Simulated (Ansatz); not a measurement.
# C₃H₄AlFO (SMILES C#[C][Al]([OH])[CH2]F): what the fields show

```xyz
10

C    -1.2066   -2.2377    1.2754
C    -0.6115   -1.4062    0.6282
Al    0.3208   -0.0931   -0.3826
O     1.3444   -0.5368   -1.6535
C     0.1809    1.8440   -0.0531
F    -0.6658    2.1129    1.0260
H    -1.7333   -2.9665    1.8492
H     1.5045   -1.4390   -1.9247
H    -0.2081    2.3797   -0.9277
H     1.1579    2.2918    0.1657
```

Geometry: PBE0-D4/def2-TZVP.

Method: RKS PBE0-D4/def2-TZVPP (Ansatz 0.2.0).

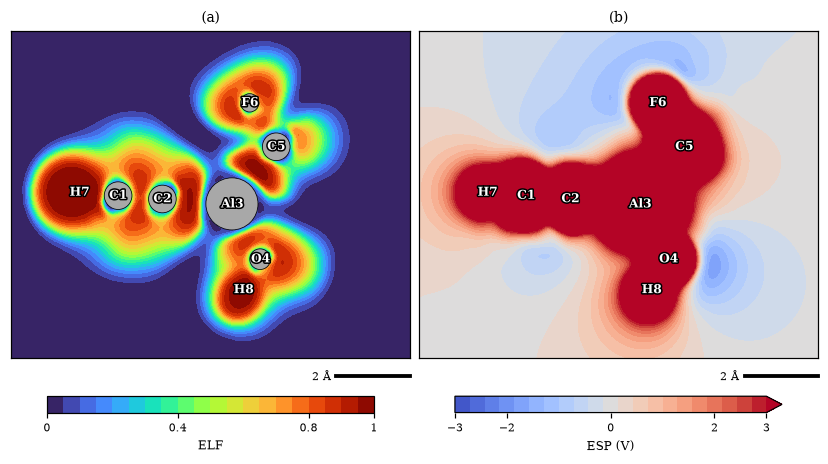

Figure 1. (a) electron localisation function; (b) electrostatic potential on the plane of atoms C2, Al3 and O4. Grey discs cover the atomic cores in the ELF map.

Interpret the plot.

Answer. The plane passes through C, Al, O, F and H nuclei. C–C (1.21 Å): the ELF peaks at about 0.85 between the atoms (a short, multiple covalent bond). C–F (1.40 Å): the ELF peaks at about 0.85 between the atoms (a polar covalent bond). Al–O (1.69 Å): the ELF peaks at about 0.85 in the valence shell of O, 0.6 Å from its nucleus, and is about 0.50 at the midpoint. C–Al (1.90 Å): the ELF peaks at about 0.95 between the atoms, as expected for a shared but strongly polarised pair. O–H (0.96 Å): the ELF climbs to about 1 towards the hydrogen, as it does in any bond to H; an ordinary covalent bond to hydrogen. The ELF also peaks beside O4 and F6, away from the bonds: lone-pair regions. Outside the dense part of the molecule the potential is most negative (−1.8 V) near O4.

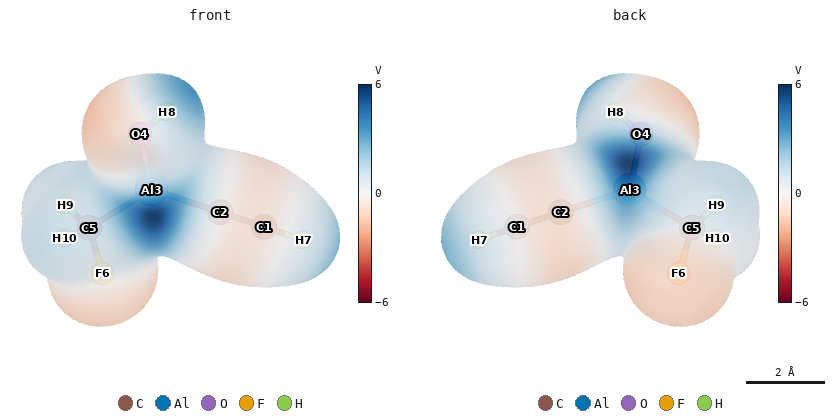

Figure 2. The molecular electrostatic potential painted on the density surface at 0.004 e/bohr³, seen from the front and from behind; the colour scale runs from red (negative) to blue (positive).

Where is the surface potential most negative and most positive?

Answer. The most negative region (about −1.5 V) lies over O4, the most positive (about +5.7 V) over Al3. O4 is the likeliest acceptor of a hydrogen bond.

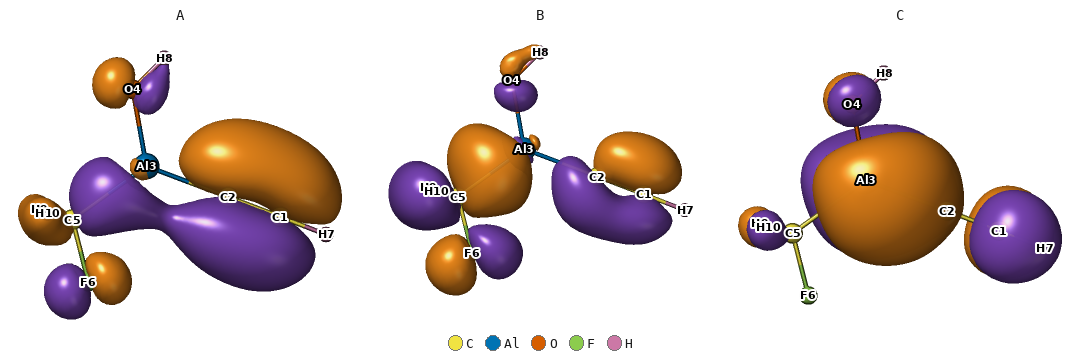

Figure 3. Three frontier orbitals at ±0.08 Å⁻³ᐟ² (orange and purple are the two phases), in no order.

Order the three orbitals by energy and name them.

Answer. A is the HOMO−1 (−8.40 eV). Its weight (Hirshfeld) is mainly on C2 (about 35 %), C1 (about 35 %), Al3 (about 10 %), F6 (about 5 %) and C5 (about 5 %); π-bonding across C2–C1. B is the HOMO (−8.08 eV). Its weight (Hirshfeld) is mainly on C5 (about 30 %), F6 (about 20 %), Al3 (about 15 %), C2 (about 10 %) and C1 (about 10 %). C is the LUMO (−1.10 eV). It lies mainly on Al3 (about 50 %), C1 (about 20 %) and C2 (about 15 %).

What is the HOMO–LUMO gap?

Answer. 6.98 eV between the orbital energies.
